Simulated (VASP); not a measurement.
# AlGaAsN: structure and properties in VASP

What structure does AlGaAsN take at this level, and what are its properties? The steps: rough relaxation of the start cell, full relaxation (TPSS), density, ELF and potential (TPSS), band structure (TPSS), density of states (TPSS), band structure (r2SCAN) and band structure (HSE06). The cell is invented: it takes the structure of a Materials Project entry for AlGaN2 (space group 156 there), with some of its atoms replaced by other elements, volume scaled by an estimate. It may not be a known or stable phase.

Calculated with VASP 6.6.1; TPSS; plane waves and PAW (As, Ga_d, Al, N), in the first sound run; inputs show where later runs differ.

### 1. Set-up

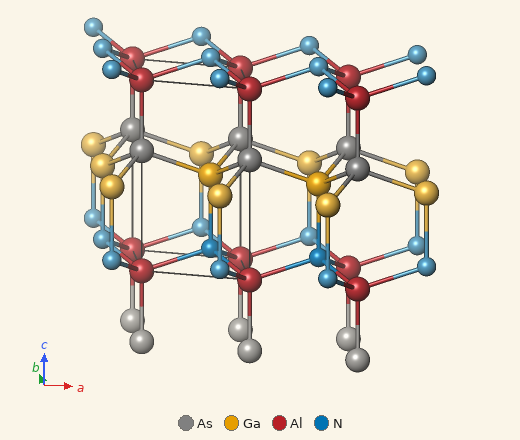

Start, viewed from a free direction; arsenic grey, gallium orange, aluminium red, nitrogen blue. 2×1×1 cells are drawn. Some periodic images of atoms are drawn too.

### 2. Rough relaxation of the start cell

The start is only an estimate, so a cheap relaxation brings it near a minimum before any careful run. TPSS is an older meta-GGA.

File INCAR:

```
SYSTEM = AlGaAsN
PREC = Normal
ENCUT = 520
EDIFF = 1E-05
NELM = 60
ISMEAR = -1
SIGMA = 0.05
LREAL = .FALSE.
ALGO = Normal
METAGGA = TPSS
LASPH = .TRUE.
NBANDS = 19
LORBIT = 11
LWAVE = .FALSE.
LCHARG = .FALSE.
KPAR = 2
IBRION = 2
NSW = 40
ISIF = 3
EDIFFG = -0.04
```

File POSCAR:

```
AlGaAsN
1.0
    3.3768400000      0.0000000000      0.0000000000
   -1.6884200000      2.9244290000      0.0000000000
    0.0000000000      0.0000000000      5.4721290000
As Ga Al N
1 1 1 1
Direct
    0.0000000000      0.0000000000      0.6281583900
    0.6666666700      0.3333333300      0.4971742100
    0.0000000000      0.0000000000      0.9992637700
    0.6666666700      0.3333333300      0.1118036400
```

File KPOINTS:

```
Automatic mesh
0
Gamma
6 6 3
0 0 0
```

Potentials, in the order of the species: As, Ga_d, Al and N (PBE family, release 64).

Launch:

```
> mpirun -np 2 vasp_std
```

What it wrote:

```text
[banner, memory and clock lines left out]
running    2 mpi-ranks, on    1 nodes
 distrk:  each k-point on    1 cores,    2 groups
 distr:  one band on    1 cores,    1 groups

 POSCAR found type information on POSCAR AsGaAlN
 POSCAR found :  4 types and       4 ions
|                                                                             |
|               ----> ADVICE to this user running VASP <----                  |
|                                                                             |
|     You enforced a specific xc type in the INCAR file but a different       |
|     [... a line on the potential file left out ...]
|     I HOPE YOU KNOW WHAT YOU ARE DOING!                                     |
|                                                                             |

 LDA part: xc-table for (None), standard interpolation
 POSCAR, INCAR and KPOINTS ok, starting setup
 FFT: planning ... GRIDC
 FFT: planning ... GRID_SOFT
 FFT: planning ... GRID
 WAVECAR not read
 entering main loop
       N       E                     dE             d eps       ncg     rms          rms(c)
DAV:   1     0.177010444962E+03    0.17701E+03   -0.12622E+04   744   0.199E+03
DAV:   2    -0.827554306316E+01   -0.18529E+03   -0.17816E+03   785   0.473E+02
DAV:   3    -0.349940672199E+02   -0.26719E+02   -0.26046E+02   893   0.159E+02
DAV:   4    -0.363980800045E+02   -0.14040E+01   -0.13948E+01  1020   0.398E+01
DAV:   5    -0.364618640164E+02   -0.63784E-01   -0.63702E-01  1116   0.749E+00    0.907E+00
DAV:   6    -0.401934861879E+02   -0.37316E+01   -0.40201E+01   646   0.843E+01    0.487E+00
DAV:   7    -0.400036558429E+02    0.18983E+00   -0.41648E+00   900   0.218E+01    0.293E+00
DAV:   8    -0.399197956466E+02    0.83860E-01   -0.65463E-01   832   0.805E+00    0.197E+00
DAV:   9    -0.399377260128E+02   -0.17930E-01   -0.17559E-01   830   0.371E+00    0.508E-01
DAV:  10    -0.399356152379E+02    0.21108E-02   -0.27444E-02   923   0.283E+00    0.493E-01
DAV:  11    -0.399361686340E+02   -0.55340E-03   -0.24796E-03   740   0.500E-01    0.144E-01
DAV:  12    -0.399360788529E+02    0.89781E-04   -0.75661E-04   948   0.558E-01    0.666E-02
DAV:  13    -0.399360999399E+02   -0.21087E-04   -0.17232E-04   732   0.942E-02    0.187E-02
DAV:  14    -0.399361019714E+02   -0.20315E-05   -0.29621E-05   622   0.371E-02
   1 F= -.39936102E+02 E0= -.39936102E+02  d E =-.399361E+02
 curvature:   0.00 expect dE= 0.000E+00 dE for cont linesearch  0.000E+00
 trial: gam= 0.00000 g(F)=  0.568E+01 g(S)=  0.835E+01 ort = 0.000E+00 (trialstep = 0.100E+01)
 search vector abs. value=  0.140E+02
 bond charge predicted
       N       E                     dE             d eps       ncg     rms          rms(c)
DAV:   1    -0.583447806148E+02   -0.18409E+02   -0.31170E+03   717   0.999E+02    0.334E+01
DAV:   2    -0.489525685773E+02    0.93922E+01   -0.21725E+02   869   0.123E+02    0.163E+01
DAV:   3    -0.428540256727E+02    0.60985E+01   -0.92499E+00   987   0.232E+01    0.805E+00
DAV:   4    -0.412175929970E+02    0.16364E+01   -0.38966E+00  1067   0.132E+01    0.156E+00
DAV:   5    -0.411710038950E+02    0.46589E-01   -0.42579E-01   766   0.427E+00    0.860E-01
DAV:   6    -0.411710225379E+02   -0.18643E-04   -0.67380E-02   951   0.239E+00    0.363E-01
DAV:   7    -0.411741233155E+02   -0.31008E-02   -0.11269E-02   802   0.811E-01    0.150E-01
DAV:   8    -0.411742490728E+02   -0.12576E-03   -0.20544E-03   799   0.304E-01    0.400E-02
DAV:   9    -0.411743879011E+02   -0.13883E-03   -0.27937E-04   726   0.128E-01    0.204E-02
DAV:  10    -0.411744405841E+02   -0.52683E-04   -0.82362E-05   703   0.610E-02    0.721E-03
DAV:  11    -0.411744679758E+02   -0.27392E-04   -0.63108E-05   693   0.442E-02    0.446E-03
DAV:  12    -0.411744710794E+02   -0.31036E-05   -0.80320E-06   649   0.218E-02
   2 F= -.41174471E+02 E0= -.41170861E+02  d E =-.123837E+01
[... from here on, the cycles between the ionic steps are left out ...]
   3 F= -.42787342E+02 E0= -.42786107E+02  d E =-.285124E+01
   4 F= -.42800740E+02 E0= -.42799592E+02  d E =-.286464E+01
   5 F= -.42803355E+02 E0= -.42802231E+02  d E =-.286725E+01
   6 F= -.42803371E+02 E0= -.42802241E+02  d E =-.286727E+01
   7 F= -.42969224E+02 E0= -.42966076E+02  d E =-.165853E+00
   8 F= -.42974875E+02 E0= -.42971354E+02  d E =-.171504E+00
   9 F= -.43010827E+02 E0= -.43008240E+02  d E =-.359520E-01
  10 F= -.43015926E+02 E0= -.43014380E+02  d E =-.410509E-01
  11 F= -.43016690E+02 E0= -.43015076E+02  d E =-.763920E-03
  12 F= -.43019084E+02 E0= -.43017646E+02  d E =-.315788E-02
 curvature:  -0.41 expect dE=-0.478E-03 dE for cont linesearch -0.300E-06
 trial: gam=-0.05266 g(F)=  0.799E-03 g(S)=  0.376E-03 ort = 0.113E-03 (trialstep = 0.929E+00)
 search vector abs. value=  0.121E-02
 bond charge predicted
       N       E                     dE             d eps       ncg     rms          rms(c)
DAV:   1    -0.430200781639E+02   -0.98667E-03   -0.95051E-02   661   0.230E+00    0.174E-01
DAV:   2    -0.430198839527E+02    0.19421E-03   -0.40401E-03   839   0.633E-01    0.100E-01
DAV:   3    -0.430196305096E+02    0.25344E-03   -0.43413E-04   873   0.246E-01    0.321E-02
DAV:   4    -0.430196195428E+02    0.10967E-04   -0.13324E-04   771   0.921E-02    0.906E-03
DAV:   5    -0.430196181602E+02    0.13825E-05   -0.11654E-05   420   0.337E-02
  13 F= -.43019618E+02 E0= -.43018176E+02  d E =-.534017E-03
 trial-energy change:   -0.000534  1 .order   -0.000540   -0.001086    0.000005
 step:   0.9251(harm=  0.9251)  dis= 0.00389  next Energy=   -43.019625 (dE=-0.540E-03)
 reached required accuracy - stopping structural energy minimisation
```

Elapsed: 1.7 min, on 2 MPI ranks of AMD EPYC 9R45, shared host; peak memory 0.28 GiB; 3.4 min of CPU time.

The logs omit lines about the potential files and the build; timing stands in the text.

OUTCAR, selected parts (step 2):

```text
ion  position               nearest neighbor table
   1  0.000  0.000  0.628-   3 2.03   2 2.08   2 2.08   2 2.08
   2  0.667  0.333  0.497-   1 2.08   1 2.08   1 2.08   4 2.11
   3  0.000  0.000  0.999-   1 2.03   4 2.04   4 2.04   4 2.04
   4  0.667  0.333  0.112-   3 2.04   3 2.04   3 2.04   2 2.11

  LATTYP: Found a hexagonal cell.
 ALAT       =     3.3768400000
 C/A-ratio  =     1.6204880895

 Subroutine GETGRP returns: Found  6 space group operations
 (whereof  6 operations were pure point group operations)

The static configuration has the point symmetry C_3v.

 Found     17 irreducible k-points:

   k-points           NKPTS =     17   k-points in BZ     NKDIM =     17   number of bands    NBANDS=     19

   dimension x,y,z NGX =    20 NGY =   20 NGZ =   32
   dimension x,y,z NGXF=    40 NGYF=   40 NGZF=   64

   ENCUT  =  520.0 eV  38.22 Ry    6.18 a.u.   6.28  6.28 10.17*2*pi/ulx,y,z

   NELECT =      26.0000    total number of electrons

 k-points in reciprocal lattice and weights: Automatic mesh
   0.00000000  0.00000000  0.00000000       0.009
   0.16666667 -0.00000000  0.00000000       0.056
   0.33333333 -0.00000000  0.00000000       0.056
   0.50000000 -0.00000000  0.00000000       0.028
   0.16666667  0.16666667  0.00000000       0.056
   0.33333333  0.16666667  0.00000000       0.111
   0.33333333  0.33333333  0.00000000       0.019
   0.00000000  0.00000000  0.33333333       0.019
   0.16666667 -0.00000000  0.33333333       0.056
[...]
-0.16666667  0.50000000  0.33333333       0.111
   0.33333333  0.33333333  0.33333333       0.037

 average (electrostatic) potential at core
       1 -49.1451       2 -65.7934       3 -76.5079       4 -64.1832

 E-fermi :   6.4523

 k-point     1 :       0.0000    0.0000    0.0000
  band No.  band energies     occupation
    ...
      8      -1.8627      2.00000
      9       2.4256      2.00000
     10       2.4256      2.00000
     11       4.1115      2.00000
     12       5.2285      2.00000
     13       6.8089      0.00160
     14       6.8089      0.00160
     15       9.8883      0.00000
     16      11.4750      0.00000
     17      11.4750      0.00000
    ...

 k-point     2 :       0.1667   -0.0000    0.0000
  band No.  band energies     occupation
    ...
     10       2.2108      2.00000
     11       3.9309      2.00000
     12       4.4025      2.00000
     13       6.1667      1.99341
     14       6.3725      1.66297
     15       9.8467      0.00000
     16      11.1247      0.00000
     17      11.7506      0.00000
     18      12.0381      0.00000
     19      12.8119      0.00000

 k-point     3 :       0.3333   -0.0000    0.0000
  band No.  band energies     occupation
    ...
      9      -0.1380      2.00000
     10       1.4156      2.00000
     11       1.8236      2.00000
     12       3.3279      2.00000
     13       5.2722      2.00000
     14       7.4493      0.00000
     15       8.7585      0.00000
     16       9.6616      0.00000
     17      11.1591      0.00000
     18      11.8306      0.00000
    ...

  Total       -0.0057863     -0.0057863      0.0757099     -0.0000000      0.0000000      0.0000000
  in kB       -0.1428605     -0.1428605      1.8692290     -0.0000000      0.0000000      0.0000000
  external PRESSURE =       0.5278360 kB  Pullay stress =       0.0000000 kB

  energy-cutoff  :      520.00
  volume of cell :       64.89
      direct lattice vectors                 reciprocal lattice vectors
     3.524911117 -0.000000000  0.000000000     0.283695097  0.163791454  0.000000000
    -1.762455558  3.052662322 -0.000000000     0.000000000  0.327582908  0.000000000
     0.000000000 -0.000000000  6.030783505    -0.000000000  0.000000000  0.165815934

 POSITION                                       TOTAL-FORCE (eV/Angst)
 -----------------------------------------------------------------------------------
      0.00000     -0.00000      3.81637        -0.000000      0.000000     -0.005510
      1.76246      1.01755      2.66778         0.000000     -0.000000      0.029572
      0.00000     -0.00000      0.28808        -0.000000      0.000000     -0.032175
      1.76246      1.01755      0.68423         0.000000     -0.000000      0.008113
 -----------------------------------------------------------------------------------
    total drift:                               -0.000014      0.000029     -0.047159

  FREE ENERGIE OF THE ION-ELECTRON SYSTEM (eV)
  ---------------------------------------------------
  free  energy   TOTEN  =       -43.0196181602 eV

  energy  without entropy=      -43.0167333786  energy(sigma->0) =      -43.01817577

 reached required accuracy - stopping structural energy minimisation

 total charge
# of ion       s       p       d       tot
------------------------------------------
    1        1.207   1.710   0.042   2.958
    2        0.849   0.924  10.076  11.848
    3        0.365   0.311   0.000   0.676
    4        1.254   2.419   0.000   3.673
--------------------------------------------------
tot          3.674   5.364  10.118  19.155

[... 3 further parts left out ...]
```

The k-mesh is coarse for a metal. This relaxation is a rough one on cheap settings, only to bring the start near its minimum. The PAW data sets were made with PBE, which is usual practice but a small mismatch for other functionals. After so large a change of volume the plane waves of the start cell no longer fit, so the final stress carries a basis-set error. The run keeps the 6 symmetry operations of its start, so it cannot find a distortion of lower symmetry.

The steps of the relaxation:

| step | energy less that of the first step (eV) | largest force (eV/Å) | pressure (GPa) | volume (Å³) |
| --- | --- | --- | --- | --- |
| 1 | 0.0000 | 8.4001 | 44.81 | 54.04 |
| 2 | -1.2384 | 1.0056 | -17.79 | 89.28 |
| 3 | -2.8512 | 1.5640 | -5.45 | 69.74 |
| 4 | -2.8646 | 1.7311 | -4.12 | 68.81 |
| 5 | -2.8673 | 1.8827 | -2.69 | 68.02 |
| 6 | -2.8673 | 1.8258 | -3.39 | 68.33 |
| 7 | -3.0331 | 0.3326 | -1.20 | 66.22 |
| 8 | -3.0388 | 0.3057 | -0.54 | 65.80 |
| 9 | -3.0747 | 0.2044 | 0.49 | 64.93 |
| 10 | -3.0798 | 0.2359 | 1.07 | 64.46 |
| 11 | -3.0806 | 0.1387 | -0.80 | 65.20 |
| 12 | -3.0830 | 0.0870 | 0.08 | 64.86 |
| 13 | -3.0835 | 0.0322 | 0.05 | 64.89 |

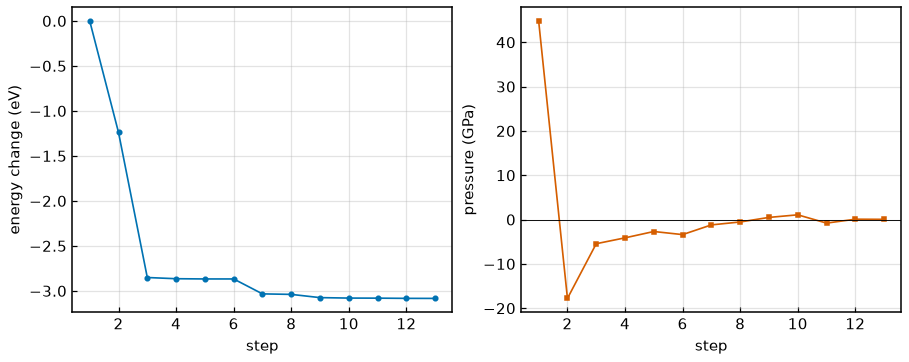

Energy and pressure along the relaxation.

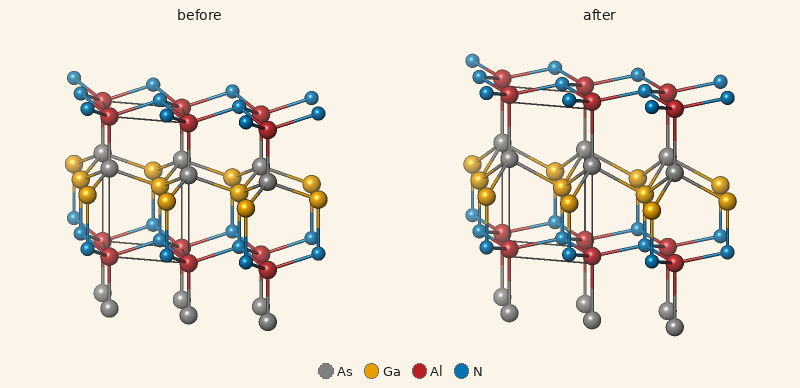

The structure before and after the relaxation, drawn at the same scale.

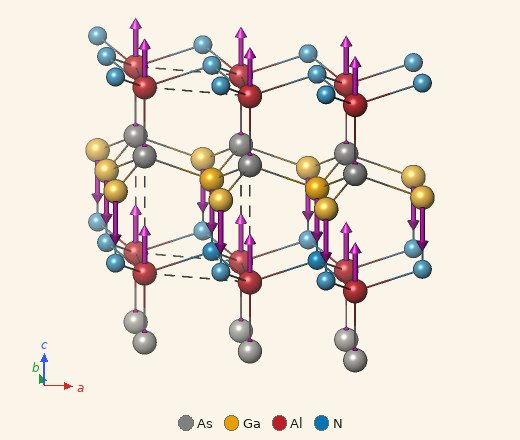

Displacements in the relaxation, exaggerated, measured against the changing cell; the longest in the cell stands for 0.33 Å. 2×1×1 cells are drawn. Some periodic images of atoms are drawn too.

| conventional cell, symmetrised | before | after | change |
| --- | --- | --- | --- |
| a (Å) | 3.377 | 3.525 | +4.4 % |
| b (Å) | 3.377 | 3.525 | +4.4 % |
| c (Å) | 5.472 | 6.031 | +10.2 % |
| volume (Å³/atom) | 13.51 | 16.22 | +20.1 % |

The atoms that moved most (Å, as changes of fractional coordinates times the final cell):

| atom | dx | dy | dz | length |
| --- | --- | --- | --- | --- |
| Ga2 | 0.000 | 0.000 | -0.331 | 0.331 |
| Al3 | 0.000 | 0.000 | 0.293 | 0.293 |
| As1 | 0.000 | 0.000 | 0.028 | 0.028 |
| N4 | 0.000 | 0.000 | 0.010 | 0.010 |

The relaxed structure:

```xyz
4
Lattice="3.5249 0.0000 0.0000 -1.7625 3.0527 0.0000 0.0000 0.0000 6.0308" Properties=species:S:1:pos:R:3 pbc="T T T"
As    0.0000    0.0000    3.8164
Ga    1.7625    1.0176    2.6678
Al    0.0000    0.0000    6.3189
N     1.7625    1.0176    0.6842
```

This step gave:

| Item | Value |
| --- | --- |
| electrons | 26 |
| bands | 19 |
| irreducible k-points | 17 |
| symmetry operations | 6 |
| free energy (TOTEN) | -43.02 eV |
| energy at zero smearing | -43.02 eV |
| Fermi energy | 6.452 eV |
| pressure | 0.05278 GPa |
| metallic | yes |
| SCF cycles over all ionic steps | 97 |

It ends with a largest force of 0.032 eV/Å and a pressure of 0.05 GPa.

[end of part 1 of 5]

[Lines on the potential files, build, host, timing and source positions are cut from VASP's logs without a mark.]

[Logs are printed without paths, hosts, clocks, repeated set-up lines and the standing remarks that a program may print on its own settings, such as how far it seeks lower states.]

[Hosts, paths, dates, database ids (printed as entryN), source tags and the programs' standing remarks are cut or masked in the printed files.]

[A measured line is paired with the nearest computed mode of its activity, which favours agreement.]

[In band tables of VASP the shares of atoms and orbitals are scaled to a sum of 1 inside the atoms' spheres.]
